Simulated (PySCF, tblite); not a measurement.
# C₈H₉N: a rotation path, then NMR shifts on frames

How do NMR shifts of C₈H₉N (`CNc1cccc2c1C2`) change as the atoms move?

Computed with tblite 0.8.0 and PySCF 2.14.0, with density-fitted response routines of our own, on a single molecule in the gas phase. Atoms count from 0, in the outputs and in this text.

### 1 Starting geometry

18 atoms, charge 0, multiplicity 1; geometry from: GFN2-xTB.

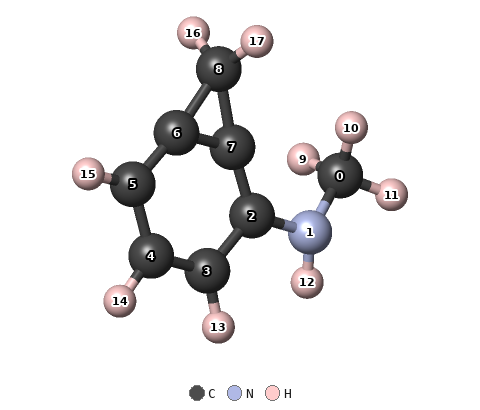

As it starts; carbon dark grey, nitrogen light blue, hydrogen pink, atoms numbered.

### 2 The rotation path with GFN2-xTB

Job settings and geometry (Å):

```
{"job": {"kind": "neb", "xc": "GFN2-xTB", "basis": "xTB", "atoms": [3, 2, 1, 0], "turn": 180}, "charge": 0, "multiplicity": 1}
C     -0.750484     2.517132     0.396801
N     -1.410312     1.243248     0.249812
C     -0.642470     0.106998     0.105469
C     -1.178907    -1.192263     0.304089
C     -0.452635    -2.348887     0.105021
C      0.893361    -2.350791    -0.313909
C      1.374696    -1.095183    -0.497857
C      0.659920     0.060527    -0.301174
C      2.074392     0.194299    -0.756157
H     -0.238282     2.624545     1.362370
H     -0.011554     2.620806    -0.396822
H     -1.485925     3.314090     0.299425
H     -2.236366     1.122400     0.818574
H     -2.208330    -1.270434     0.626251
H     -0.939367    -3.297412     0.281572
H      1.443304    -3.267763    -0.457456
H      2.828824     0.537541    -0.054805
H      2.271375     0.487462    -1.782861
```

Method: GFN2-xTB climbing-image nudged elastic band, gas phase.

Launch:

```bash
$ OMP_NUM_THREADS=1 python probes_run.py task.json out
```

One launch serves the whole session: the jobs run in the order shown.

Standard output:

```text
image   E - E0 / eV
  0       0.0000
  1       0.0447
  2       0.1738
  3       0.3045
  4       0.3401
  5       0.2744
  6       0.1741
  7       0.1068
  8       0.0625
```

Run time: 2.4 s. Hardware: 1 thread of Arm Neoverse V2, shared host; peak memory 0.18 GiB.

The final band, with the dihedral C3–C2–N1–C0:

```tsv
image	dihedral (°)	energy (eV)	energy (kcal/mol)
0	163	0.000	0.0
1	185	0.045	1.0
2	204	0.174	4.0
3	225	0.304	7.0
4	247	0.340	7.8
5	270	0.274	6.3
6	293	0.174	4.0
7	316	0.107	2.5
8	341	0.062	1.4
```

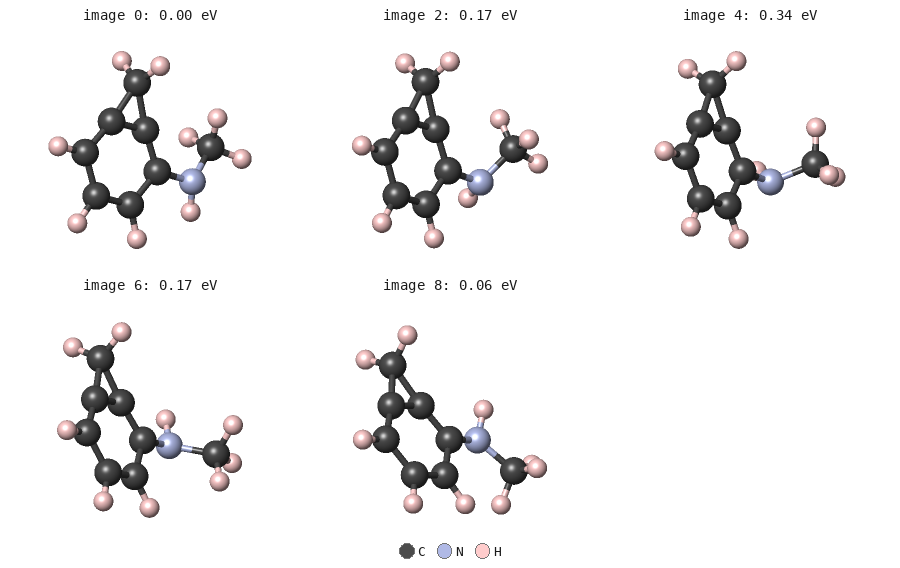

Images along the band.

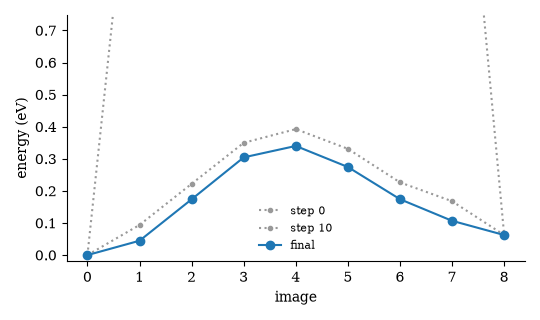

Energy along the band, early and final.

### 3 Nuclear shieldings: image 0, PBE0/pcSseg-1

Job settings and geometry (Å):

```
{"job": {"kind": "nmr", "xc": "PBE0", "basis": "pcSseg-1", "pop": false}, "charge": 0, "multiplicity": 1}
C     -0.750500     2.517100     0.396800
N     -1.410300     1.243200     0.249800
C     -0.642500     0.107000     0.105500
C     -1.178900    -1.192300     0.304100
C     -0.452600    -2.348900     0.105000
C      0.893400    -2.350800    -0.313900
C      1.374700    -1.095200    -0.497900
C      0.659900     0.060500    -0.301200
C      2.074400     0.194300    -0.756200
H     -0.238300     2.624500     1.362400
H     -0.011600     2.620800    -0.396800
H     -1.485900     3.314100     0.299400
H     -2.236400     1.122400     0.818600
H     -2.208300    -1.270400     0.626300
H     -0.939400    -3.297400     0.281600
H      1.443300    -3.267800    -0.457500
H      2.828800     0.537500    -0.054800
H      2.271400     0.487500    -1.782900
```

With the program's defaults for keys left out, this is: GIAO PBE0/pcSseg-1 NMR shielding, non-relativistic, gas phase.

Standard output:

```text
coarse grid: 15336 points
cycle   1  E = -364.3454526180  dE =  1.786e+00  |g| = 4.041e-01  |ddm| = 4.272e+00
cycle   2  E = -364.3421370446  dE =  3.316e-03  |g| = 4.358e-01  |ddm| = 1.094e+00
cycle   3  E = -364.3897393769  dE = -4.760e-02  |g| = 8.573e-02  |ddm| = 5.843e-01
cycle   4  E = -364.3910659512  dE = -1.327e-03  |g| = 4.724e-02  |ddm| = 1.316e-01
cycle   5  E = -364.3916454510  dE = -5.795e-04  |g| = 1.039e-02  |ddm| = 6.279e-02
cycle   6  E = -364.3916703255  dE = -2.487e-05  |g| = 3.279e-03  |ddm| = 1.285e-02
cycle   7  E = -364.3916726201  dE = -2.295e-06  |g| = 9.607e-04  |ddm| = 3.341e-03
final grid: 149008 points
cycle   8  E = -364.4426593490  dE = -4.110e-05  |g| = 8.047e-03  |ddm| = 5.465e-02
cycle   9  E = -364.4426579490  dE =  1.400e-06  |g| = 8.586e-03  |ddm| = 1.766e-02
cycle  10  E = -364.4426760673  dE = -1.812e-05  |g| = 1.013e-03  |ddm| = 9.242e-03
cycle  11  E = -364.4426763020  dE = -2.347e-07  |g| = 2.672e-04  |ddm| = 1.196e-03
cycle  12  E = -364.4426763179  dE = -1.593e-08  |g| = 9.421e-05  |ddm| = 3.726e-04
cycle  13  E = -364.4426763199  dE = -2.009e-09  |g| = 3.115e-05  |ddm| = 1.143e-04
cycle  14  E = -364.4426763201  dE = -2.186e-10  |g| = 9.593e-06  |ddm| = 4.110e-05
converged SCF energy = -364.4426763201

GIAO shielding tensors (ppm)
atom      isotropic    diamagn.    paramagn.     s11        s22        s33       span
  0 C      153.451     245.088     -91.637    131.249    144.788    184.315     53.065
  1 N      189.914     324.938    -135.024    153.865    173.590    242.285     88.420
  2 C       44.022     251.215    -207.193     -5.575     -1.072    138.713    144.288
  3 C       66.660     254.996    -188.336    -13.673     54.745    158.907    172.580
  4 C       50.237     253.156    -202.919    -49.762     32.893    167.580    217.342
  5 C       79.414     253.907    -174.492      6.920     51.300    180.023    173.103
  6 C       52.185     273.355    -221.170    -97.516     30.636    223.436    320.952
  7 C       78.134     261.521    -183.388    -61.723     69.810    226.313    288.036
  8 C      164.631     256.134     -91.503    134.562    156.560    202.771     68.209
  9 H       28.782      29.352      -0.571     24.638     26.191     35.516     10.878
 10 H       28.173      29.975      -1.803     23.240     27.679     33.599     10.359
 11 H       28.780      27.520       1.259     23.888     26.949     35.502     11.614
 12 H       28.712      34.627      -5.915     19.422     30.204     36.511     17.089
 13 H       25.265      32.683      -7.417     21.193     25.552     29.051      7.858
 14 H       24.472      29.943      -5.471     21.040     25.565     26.813      5.773
 15 H       24.791      30.201      -5.411     21.059     25.462     27.851      6.793
 16 H       28.296      30.815      -2.519     23.721     24.984     36.182     12.462
 17 H       28.350      30.530      -2.180     23.823     24.831     36.395     12.572
```

Run time: 22 s. Hardware: 1 thread of Arm Neoverse V2, shared host; peak memory 0.88 GiB.

Shifts follow as δ = σ(reference) − σ, with reference shieldings (ppm) from runs at the same level and on the same kind of geometry: ¹H TMS 31.72, ¹³C TMS 186.9, ¹⁵N NH3 267.7. The references are single molecules in the gas phase, so shifts against H2O, NH3, PH3, H3PO4 or CFCl3 are not on the usual liquid scales and can be off by tens of ppm. Each atom is listed at this fixed geometry, with no averaging over motion; a spectrum would average atoms that exchange fast.

```tsv
atoms	σ (ppm)	δ (ppm)
C2	44.0	142.9
C4	50.2	136.7
C6	52.2	134.7
C3	66.7	120.3
C7	78.1	108.8
C5	79.4	107.5
C0	153.5	33.5
C8	164.6	22.3
H14	24.47	7.24
H15	24.79	6.93
H13	25.27	6.45
H10	28.17	3.54
H16	28.30	3.42
H17	28.35	3.37
H12	28.71	3.00
H11	28.78	2.94
H9	28.78	2.94
N1	189.9	77.8
```

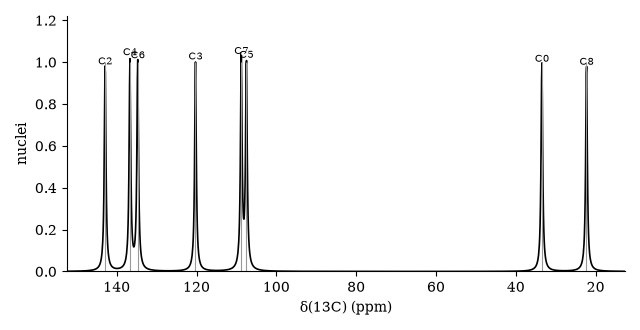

¹³C lines at the computed shifts, without couplings. Lines are broadened to a width of 0.48 ppm (Lorentzian).

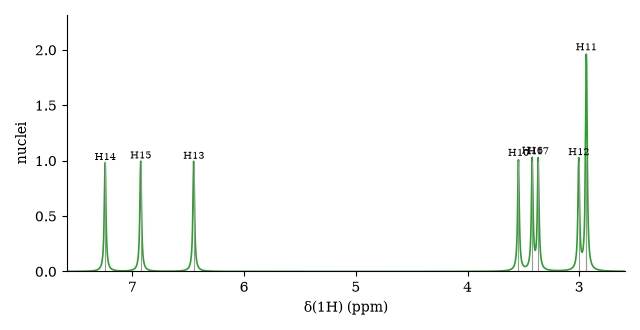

¹H lines at the computed shifts, without couplings. Lines are broadened to a width of 0.02 ppm (Lorentzian).

Ring of atoms C2, C3, C4, C5, C6, C7: NICS(0) -8.6, NICS(1) -10.7, NICS(1)zz -24.2 ppm (means of both faces).

Ring of atoms C6, C7, C8: NICS(0) -23.0, NICS(1) -6.9, NICS(1)zz -13.9 ppm (means of both faces).

In rings of three or four atoms NICS is ruled by the nearby σ bonds, so it says little on aromaticity.

### 4 Nuclear shieldings: image 2, PBE0/pcSseg-1

Job settings and geometry (Å):

```
{"job": {"kind": "nmr", "xc": "PBE0", "basis": "pcSseg-1", "pop": false}, "charge": 0, "multiplicity": 1}
C     -0.888600     2.482500     0.096900
N     -1.360800     1.218700     0.610600
C     -0.585400     0.093300     0.319100
C     -1.182400    -1.193600     0.307800
C     -0.507800    -2.335000    -0.070100
C      0.847100    -2.329000    -0.465800
C      1.395100    -1.090100    -0.417400
C      0.724900     0.057300    -0.057600
C      2.163800     0.182900    -0.433900
H      0.072800     2.809800     0.513000
H     -0.778300     2.375300    -0.983100
H     -1.640900     3.245200     0.295100
H     -1.677100     1.257100     1.570700
H     -2.223800    -1.256100     0.587800
H     -1.046300    -3.271600    -0.085000
H      1.354900    -3.231900    -0.767000
H      2.891100     0.363000     0.352700
H      2.432900     0.628600    -1.385600
```

Level: GIAO PBE0/pcSseg-1 NMR shielding, non-relativistic, gas phase.

Standard output:

```text
coarse grid: 15336 points
cycle   1  E = -364.3407127815  dE =  1.764e+00  |g| = 3.986e-01  |ddm| = 4.269e+00
cycle   2  E = -364.3418637235  dE = -1.151e-03  |g| = 4.122e-01  |ddm| = 1.011e+00
cycle   3  E = -364.3838661454  dE = -4.200e-02  |g| = 6.203e-02  |ddm| = 5.192e-01
cycle   4  E = -364.3842497201  dE = -3.836e-04  |g| = 4.735e-02  |ddm| = 1.099e-01
cycle   5  E = -364.3848427691  dE = -5.930e-04  |g| = 9.452e-03  |ddm| = 6.072e-02
cycle   6  E = -364.3848641608  dE = -2.139e-05  |g| = 2.593e-03  |ddm| = 1.134e-02
cycle   7  E = -364.3848656760  dE = -1.515e-06  |g| = 4.573e-04  |ddm| = 2.405e-03
final grid: 149008 points
cycle   8  E = -364.4360955021  dE = -3.965e-05  |g| = 7.945e-03  |ddm| = 5.191e-02
cycle   9  E = -364.4360952854  dE =  2.166e-07  |g| = 8.191e-03  |ddm| = 1.840e-02
cycle  10  E = -364.4361121250  dE = -1.684e-05  |g| = 6.688e-04  |ddm| = 9.288e-03
cycle  11  E = -364.4361122112  dE = -8.624e-08  |g| = 2.549e-04  |ddm| = 8.115e-04
cycle  12  E = -364.4361122245  dE = -1.328e-08  |g| = 7.719e-05  |ddm| = 3.058e-04
cycle  13  E = -364.4361122256  dE = -1.160e-09  |g| = 3.736e-05  |ddm| = 1.137e-04
cycle  14  E = -364.4361122260  dE = -3.608e-10  |g| = 8.002e-06  |ddm| = 4.777e-05
converged SCF energy = -364.4361122260

GIAO shielding tensors (ppm)
atom      isotropic    diamagn.    paramagn.     s11        s22        s33       span
  0 C      151.491     245.572     -94.082    132.192    138.276    184.003     51.811
  1 N      207.463     325.611    -118.148    159.799    215.696    246.894     87.095
  2 C       43.213     250.896    -207.683     -9.564      4.288    134.916    144.481
  3 C       55.633     251.811    -196.178    -30.895     39.487    158.305    189.201
  4 C       50.948     253.942    -202.995    -47.713     32.887    167.669    215.383
  5 C       75.588     254.037    -178.449      2.239     43.912    180.614    178.375
  6 C       52.816     274.281    -221.466    -95.600     29.726    224.321    319.921
  7 C       69.739     260.026    -190.287    -70.033     49.601    229.647    299.680
  8 C      164.603     256.383     -91.780    135.473    156.440    201.896     66.423
  9 H       28.349      29.703      -1.354     23.731     26.560     34.756     11.025
 10 H       29.033      30.194      -1.161     25.970     26.449     34.680      8.710
 11 H       28.726      27.686       1.040     23.683     27.072     35.423     11.740
 12 H       29.311      33.994      -4.683     20.538     29.048     38.348     17.810
 13 H       24.733      32.135      -7.402     20.828     24.481     28.889      8.061
 14 H       24.392      29.937      -5.545     20.856     25.504     26.817      5.961
 15 H       24.607      30.220      -5.613     20.788     25.483     27.551      6.763
 16 H       28.335      30.578      -2.243     23.792     24.801     36.410     12.618
 17 H       28.261      30.813      -2.552     23.799     25.059     35.925     12.126
```

Run time: 22 s. Hardware: 1 thread of Arm Neoverse V2, shared host; peak memory 0.88 GiB.

This run: δ C2 143.7, C4 136.0, C6 134.1, C3 131.3, H14 7.32, H15 7.11 ppm.

[end of part 1 of 2]
